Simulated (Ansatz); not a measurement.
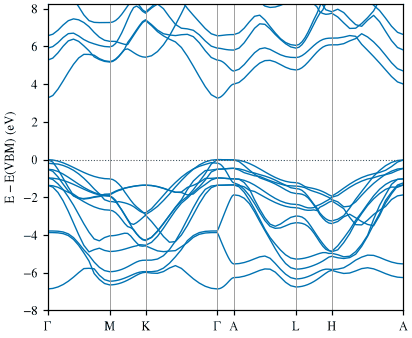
Figure: Band structure from plane-wave PAW r²SCAN (Ansatz code)

Task: Read off the gap and where the band edges lie.

Result: About 3.3 eV (3.27 eV by a search for the band edges); maximum at Γ, minimum at Γ.

Task: Pick the material that matches.
(A) AlGaN2, P3m1 (Pearson symbol hP8)
(B) Al3GaN4, P3m1 (Pearson symbol hP8)
(C) La2O3, La2O3 or Ni2Al3 type
(D) TiO2, P3_121 (Ti on 3a, O on 6c)

Result: A, AlGaN2, P3m1 (Pearson symbol hP8)

The start of the workflow was typed in or built on a structure type; the Crystallography Open Database copy checked does not list it. Its standing as an ambient phase is unchecked. The r²SCAN relaxation kept the symmetry of its start; whether a distortion lowers the energy is not shown. Spin–orbit coupling is left out wherever it is not named.

Potentials: the earlier of the program's two PAW sets.
